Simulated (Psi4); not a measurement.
**One shape, several levels: doublet WCl4O+**

Aim: a comparison of 6 runs (U-wB97X/def2-SVP, UB2PLYP/def2-SVP, UCAM-B3LYP/def2-SVP, UDSD-PBEP86/def2-SVP, UTPSSh/def2-SVP, UMP3/def2-SVP) of doublet WCl4O+. 

The calculation is run with Psi4 1.11.

2 further runs of the same task are left out: 2 set aside as unsound or not needed.

### Step 1. Starting point

The species is WCl4O+ (6 atoms), meant as a doublet with charge +1. As SMILES of the parent species, `O=[W](Cl)(Cl)(Cl)Cl`. The shape is that of a PBE0-D4/def2-TZVP optimisation. That shape belongs to the parent species and isn't relaxed for this state.

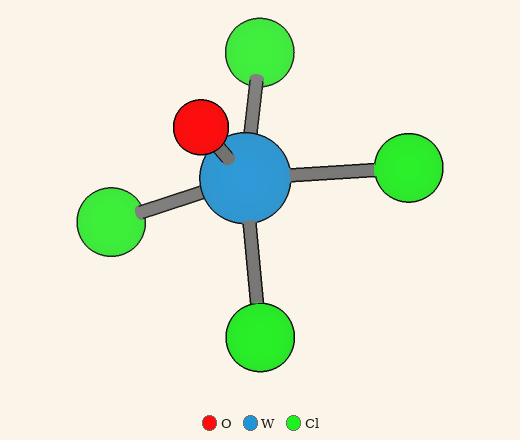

The structure, seen from a chosen angle (oxygen red, tungsten blue, chlorine green).

### Step 2. The energy at U-wB97X/def2-SVP (core potential) (run 1)

input.dat

```
memory 2.2 GB

molecule {
  1 2
  O     -0.01899175    -3.30163500     0.35245282
  W     -0.00096376    -0.16831791     0.01797130
  Cl     3.61935465     1.07321326     2.02633443
  Cl    -3.60939580     0.66234901    -2.21160318
  Cl     2.13384095     0.47139218    -3.68543837
  Cl    -2.12386319     1.26301735     3.50028301
  units au
  symmetry c1
  no_reorient
  no_com
}

set globals {
  reference            uks
  puream               true
  e_convergence        1e-09
  d_convergence        1e-08
  scf_type             pk
  dft_radial_points    99
  dft_spherical_points 590
  maxiter              100
}

E, wfn = energy('wb97x/def2-SVP', return_wfn=True)
oeprop(wfn, 'DIPOLE', 'MULLIKEN_CHARGES', 'LOWDIN_CHARGES')
```

Launch:

```console
$ psi4 input.dat output.dat -n 1
```

output.dat:

```text
[...]
    !!!  WARNING: ECP capability is in beta. Please check occupations closely.  !!!
[...]
  Running in c1 symmetry.
[...]
  Nuclear repulsion =  611.276188651592065
[...]
  Multiplicity = 2
[...]
  Nalpha       = 45
  Nbeta        = 44
[...]
    Number of basis functions: 118
[...]
   @UKS iter   1: -1981.54453840695555    1.98117e-01   1.01303e-02 ADIIS/DIIS
[...]
   @UKS iter  33: -1982.26125788153945    3.18323e-12   9.27465e-09 DIIS
[...]
   @S^2 Observed:                7.650142390E-01
[...]
    Orbital Energies [Eh]
    ---------------------
    Alpha Occupied:
       1A   -101.731366     2A   -101.731356     3A   -101.731297
       4A   -101.731284     5A    -19.508254     6A     -9.803331
       7A     -9.803320     8A     -9.803267     9A     -9.803251
      10A     -7.568460    11A     -7.568448    12A     -7.568389
      13A     -7.568373    14A     -7.566440    15A     -7.566419
      16A     -7.566374    17A     -7.566354    18A     -7.561112
      19A     -7.561108    20A     -7.561053    21A     -7.561041
      22A     -3.483344    23A     -2.138850    24A     -2.121187
      25A     -2.121187    26A     -1.304773    27A     -1.211685
      28A     -1.187245    29A     -1.181468    30A     -1.181459
      31A     -0.792726    32A     -0.788229    33A     -0.788227
      34A     -0.778871    35A     -0.770773    36A     -0.764667
[...]
  @UKS Final Energy: -1982.26125788153945
   => Energetics <=
    Nuclear Repulsion Energy =            611.2761886515920651
    One-Electron Energy =               -3955.9521840959605470
    Two-Electron Energy =                1459.5255678170080955
    DFT Exchange-Correlation Energy =     -97.1108302541787793
    Empirical Dispersion Energy =           0.0000000000000000
    VV10 Nonlocal Energy =                  0.0000000000000000
    Total Energy =                      -1982.2612578815394500
[...]
 Multipole Moments:
 ------------------------------------------------------------------------------------
     Multipole            Electronic (a.u.)      Nuclear  (a.u.)        Total (a.u.)
 ------------------------------------------------------------------------------------
 L = 1.  Multiply by 2.5417464519 to convert [e a0] to [Debye]
 Dipole X            :         -0.1687369            0.1734957            0.0047589
 Dipole Y            :        -29.5401597           30.2199899            0.6798301
 Dipole Z            :          3.1531269           -3.2259891           -0.0728622
 Magnitude           :                                                    0.6837401
[...]
  Mulliken Charges: (a.u.)
   Center  Symbol    Alpha    Beta     Spin     Total
       1     O     4.04982  4.05089 -0.00107 -0.10071
       2     W     6.38861  6.56324 -0.17463  1.04815
       3    CL     8.64045  8.34634  0.29412  0.01321
       4    CL     8.64033  8.34659  0.29373  0.01308
       5    CL     8.64047  8.34632  0.29415  0.01321
       6    CL     8.64032  8.34662  0.29370  0.01305
   Total alpha = 45.00000, Total beta = 44.00000, Total charge =  1.00000
  Lowdin Charges: (a.u.)
   Center  Symbol    Alpha    Beta     Spin     Total
[...]
```

Run time: 82 s. Hardware: 1 thread of AMD EPYC 7R43 (Zen 3), shared host; peak memory 0.86 GiB.

### Step 3. The energy at UB2PLYP/def2-SVP (core potential, density fitting for correlation) (run 2)

cl4ow.json

```json
{
 "schema_name": "qcschema_input",
 "schema_version": 1,
 "molecule": {
  "schema_name": "qcschema_molecule",
  "schema_version": 2,
  "symbols": ["O", "W", "Cl", "Cl", "Cl", "Cl"],
  "geometry": [-0.01899175, -3.301635, 0.35245282, -0.00096376, -0.16831791, 0.0179713, 3.61935465, 1.07321326, 2.02633443, -3.6093958, 0.66234901, -2.21160318, 2.13384095, 0.47139218, -3.68543837, -2.12386319, 1.26301735, 3.50028301],
  "molecular_charge": 1,
  "molecular_multiplicity": 2,
  "fix_symmetry": "c1",
  "fix_com": true,
  "fix_orientation": true
 },
 "driver": "energy",
 "model": {
  "method": "b2plyp",
  "basis": "def2-SVP"
 },
 "keywords": {
  "reference": "uks",
  "puream": true,
  "e_convergence": 1e-09,
  "d_convergence": 1e-08,
  "scf_type": "pk",
  "dft_radial_points": 99,
  "dft_spherical_points": 590,
  "num_frozen_docc": 21,
  "maxiter": 100
 }
}
```

Launch:

```console
$ psi4 --qcschema cl4ow.json -n 1 --memory 2200MB
```

stdout:

```text
[...]
    !!!  WARNING: ECP capability is in beta. Please check occupations closely.  !!!
[...]
  Running in c1 symmetry.
[...]
  Nuclear repulsion =  611.276188651592065
[...]
  Multiplicity = 2
[...]
  Nalpha       = 45
  Nbeta        = 44
[...]
    Number of basis functions: 118
[...]
   @UKS iter   1: -1980.44585153534649    2.65112e-01   9.86790e-03 DIIS/ADIIS
[...]
   @UKS iter  33: -1981.11808115317717   -3.54703e-11   8.33272e-09 DIIS
[...]
   @S^2 Observed:                7.774478429E-01
[...]
    Orbital Energies [Eh]
    ---------------------
    Alpha Occupied:
       1A   -103.141866     2A   -103.141847     3A   -103.141703
       4A   -103.141697     5A    -20.034576     6A    -10.174328
       7A    -10.174310     8A    -10.174169     9A    -10.174162
      10A     -7.820760    11A     -7.820739    12A     -7.820583
      13A     -7.820572    14A     -7.816540    15A     -7.816516
      16A     -7.816387    17A     -7.816372    18A     -7.812681
      19A     -7.812664    20A     -7.812524    21A     -7.812523
      22A     -3.560719    23A     -2.153841    24A     -2.129761
      25A     -2.129760    26A     -1.310007    27A     -1.201508
      28A     -1.177210    29A     -1.171656    30A     -1.171647
      31A     -0.750832    32A     -0.742003    33A     -0.742001
      34A     -0.734693    35A     -0.725416    36A     -0.723823
[...]
  @UKS Final Energy: -1981.11808115317717
   => Energetics <=
    Nuclear Repulsion Energy =            611.2761886515920651
    One-Electron Energy =               -3955.5553619942766090
    Two-Electron Energy =                1424.5954463807497632
    DFT Exchange-Correlation Energy =     -61.4343541912421500
    Empirical Dispersion Energy =           0.0000000000000000
    VV10 Nonlocal Energy =                  0.0000000000000000
    Total Energy =                      -1981.1180811531771724
[...]
 Multipole Moments:
 ------------------------------------------------------------------------------------
     Multipole            Electronic (a.u.)      Nuclear  (a.u.)        Total (a.u.)
 ------------------------------------------------------------------------------------
 L = 1.  Multiply by 2.5417464519 to convert [e a0] to [Debye]
 Dipole X            :         -0.1668522            0.1734957            0.0066435
 Dipole Y            :        -29.4229408           30.2199899            0.7970491
 Dipole Z            :          3.1405018           -3.2259891           -0.0854874
 Magnitude           :                                                    0.8016480
[...]
```

The result, in JSON:

```text
{
 "driver": "energy",
 "model": {
  "method": "b2plyp",
  "basis": "def2-SVP"
 },
 "success": true,
 "return_result": -1981.5187566452744,
 "properties": {
  "calcinfo_nbasis": 118,
  "calcinfo_nmo": 118,
  "calcinfo_nalpha": 45,
  "calcinfo_nbeta": 44,
  "calcinfo_natom": 6,
  "nuclear_repulsion_energy": 611.2761886515921,
  "return_energy": -1981.5187566452744,
  "scf_one_electron_energy": -3955.5553619942766,
  "scf_two_electron_energy": 1424.5954463807498,
  "scf_xc_energy": -61.43435419124215,
  "scf_dipole_moment": [0.006643524151498159, 0.797049072179103, -0.08548735851135003],
  "scf_total_energy": -1981.1180811531772,
  "scf_iterations": 33
 }
}
```

It took 60 s on 1 thread of AMD EPYC 7R43 (Zen 3), shared host; peak memory 0.67 GiB.

### Step 4. Energy and forces at UCAM-B3LYP/def2-SVP (core potential) (run 3)

input.in

```
memory 2200 MB

molecule mol {
  1 2
  O
  W 1 1.667528
  Cl 2 2.287223 1 103.95069
  Cl 2 2.287233 1 103.94986 3 -179.9998
  Cl 2 2.287237 1 103.94195 4 -89.99998
  Cl 2 2.287241 1 103.94264 5 179.99978
  symmetry c1
}

set basis def2-SVP
set reference uks
set puream true
set e_convergence 1e-09
set d_convergence 1e-08
set scf_type pk
set dft_radial_points 99
set dft_spherical_points 590
set maxiter 100

E, wfn = gradient('cam-b3lyp', return_wfn=True)
oeprop(wfn, 'MULLIKEN_CHARGES', 'MAYER_INDICES', 'LOWDIN_CHARGES', title='CAM-B3LYP')
```

Launch:

```console
$ psi4 -n 1 input.in input.out
```

input.out, shortened:

```text
[...]
  Running in c1 symmetry.
[...]
  Nuclear repulsion =  611.276170207687755
[...]
  Multiplicity = 2
[...]
  Nalpha       = 45
  Nbeta        = 44
[...]
    Number of basis functions: 118
[...]
   @UKS iter   1: -1981.54449669664200    4.25247e-01   1.01640e-02 ADIIS/DIIS
[...]
   @UKS iter  23: -1982.26222539171431   -5.91172e-12   4.96216e-09 DIIS
[...]
   @S^2 Observed:                7.644434172E-01
[...]
  @UKS Final Energy: -1982.26222539171431
   => Energetics <=
    Nuclear Repulsion Energy =            611.2761702076877555
    One-Electron Energy =               -3956.1162787361663504
    Two-Electron Energy =                1460.4838273189318443
    DFT Exchange-Correlation Energy =     -97.9059441821675733
    Empirical Dispersion Energy =           0.0000000000000000
    VV10 Nonlocal Energy =                  0.0000000000000000
    Total Energy =                      -1982.2622253917143098
[...]
 Multipole Moments:
 ------------------------------------------------------------------------------------
     Multipole            Electronic (a.u.)      Nuclear  (a.u.)        Total (a.u.)
 ------------------------------------------------------------------------------------
 L = 1.  Multiply by 2.5417464519 to convert [e a0] to [Debye]
 Dipole X            :         -0.0000208           -0.0000730           -0.0000938
 Dipole Y            :         -0.0003144            0.0003834            0.0000690
 Dipole Z            :        -19.7439115           20.3854505            0.6415391
 Magnitude           :                                                    0.6415391
[...]
  -Total Gradient:
     Atom            X                  Y                   Z
    ------   -----------------  -----------------  -----------------
       1        0.000000877600     0.000000521758    -0.017217446439
       2       -0.000008156069     0.000003210046     0.028834258570
       3        0.000002504503     0.001956938980    -0.002900114246
       4        0.000000901233    -0.001957447466    -0.002901317664
       5       -0.001955997461    -0.000000769300    -0.002905001079
       6        0.001959872378    -0.000002457614    -0.002906183918
[...]
  Mulliken Charges: (a.u.)
   Center  Symbol    Alpha    Beta     Spin     Total
       1     O     4.05251  4.05247  0.00004 -0.10499
       2     W     6.43185  6.60711 -0.17526  0.96104
       3    CL     8.62889  8.33512  0.29377  0.03599
[...]
```

Run time: 78 s. Hardware: 1 thread of AMD EPYC 7R43 (Zen 3), shared host; peak memory 0.86 GiB.

Runs 4 to 5 aren't shown in full; the table further down has their settings and results.

### Step 5. A single-point energy at UMP3/def2-SVP (core potential) (run 6)

job.dat

```
memory 2200 mb

molecule m {
  1 2
  O     -0.01899175    -3.30163500     0.35245282
  W     -0.00096376    -0.16831791     0.01797130
  Cl     3.61935465     1.07321326     2.02633443
  Cl    -3.60939580     0.66234901    -2.21160318
  Cl     2.13384095     0.47139218    -3.68543837
  Cl    -2.12386319     1.26301735     3.50028301
  units bohr
  symmetry c1
}

set basis def2-SVP
set reference uhf
set puream true
set e_convergence 1e-09
set d_convergence 1e-08
set scf_type pk
set num_frozen_docc 21
set maxiter 100
set mp_type conv

energy("mp3")
```

Launch:

```console
$ psi4 -n 1 job.dat job.out
```

job.out, shortened:

```text
[...]
    !!!  WARNING: ECP capability is in beta. Please check occupations closely.  !!!
[...]
  Running in c1 symmetry.
[...]
  Nuclear repulsion =  611.276188651592065
[...]
  Multiplicity = 2
[...]
  Nalpha       = 45
  Nbeta        = 44
[...]
    Number of basis functions: 118
[...]
   @UHF iter   1: -1977.74125093132284   -1.03018e-01   9.03152e-03 ADIIS/DIIS
[...]
   @UHF iter  42: -1978.33991287198705   -1.43245e-11   8.29847e-09 DIIS
[...]
   @S^2 Observed:                8.176872865E-01
[...]
  @UHF Final Energy: -1978.33991287198705
   => Energetics <=
    Nuclear Repulsion Energy =            611.2761886515920651
    One-Electron Energy =               -3953.9489953525926467
    Two-Electron Energy =                1364.3328938290137557
    Total Energy =                      -1978.3399128719870532
  UHF NO Occupations:
  HONO-2 :   43  A 1.9970943
  HONO-1 :   44  A 1.9754547
[...]
 Multipole Moments:
 ------------------------------------------------------------------------------------
     Multipole            Electronic (a.u.)      Nuclear  (a.u.)        Total (a.u.)
 ------------------------------------------------------------------------------------
 L = 1.  Multiply by 2.5417464519 to convert [e a0] to [Debye]
 Dipole X            :         -0.1118699            0.1162615            0.0043917
 Dipole Y            :        -19.5195946           20.2699372            0.7503426
 Dipole Z            :          2.0838471           -2.1639560           -0.0801088
 Magnitude           :                                                    0.7546196
[...]
	SCS-MP2 Total Energy (a.u.)        : -1979.42281428370597
	SOS-MP2 Total Energy (a.u.)        : -1979.38324729988585
[...]
	SOS-PI-MP2 Total Energy (a.u.)     : -1979.46350379433943
[...]
	MP2 Total Energy (a.u.)            : -1979.50194825134577
[...]
	SCS-MP3 Total Energy (a.u.)        : -1979.40220522756681
[...]
	MP3 Total Energy (a.u.)            : -1979.41951202678956
[...]
```

Wall time 48 s (1 thread of AMD EPYC 7R43 (Zen 3), shared host); peak memory 1.2 GiB.

### Step 6. Overview of the runs

| run | level | frozen core orbitals | fitting correlation | energy (Eh) | HOMO energy (eV) | LUMO energy (eV) | ⟨S²⟩ | wall time |
| --- | --- | --- | --- | --- | --- | --- | --- | --- |
| 1 | U-wB97X/def2-SVP (core potential) | 0 | – | -1982.261258 | -16.51 | -11.74 | 0.765 | 82 s |
| 2 | UB2PLYP/def2-SVP (core potential, density fitting for correlation) | 21 | density fitting | -1981.518757 | -15.24 | -12.16 | 0.777 | 60 s |
| 3 | UCAM-B3LYP/def2-SVP (core potential) | 0 | – | -1982.262225 | -15.63 | -12.21 | 0.764 | 78 s |
| 4 | UDSD-PBEP86/def2-SVP (core potential, density fitting for correlation) | 21 | density fitting | -1980.586211 | -15.79 | -11.85 | 0.791 | 53 s |
| 5 | UTPSSh/def2-SVP (core potential) | 0 | – | -1982.385717 | -14.31 | -13.14 | 0.758 | 1.7 min |
| 6 | UMP3/def2-SVP (core potential) | 21 | none | -1979.419512 | -16.18 | -10.98 | 0.818 | 48 s |

### Step 7. What came out

| quantity | value |
| --- | --- |
| run 6: total energy | -1979.41951 Eh |
| run 6: HOMO energy (Hartree–Fock orbitals) (highest over α and β) | -16.18 eV |
| run 6: LUMO energy (Hartree–Fock orbitals) (lowest over α and β) | -10.98 eV |
| run 6: correlation energy (21 core orbitals frozen) | -1079.6 mEh |
| run 6: ⟨S²⟩ of the reference determinant | 0.818 |

In words: Totals of different functionals can't be ranked against each other. All runs together took 7 min, the longest 1.7 min.
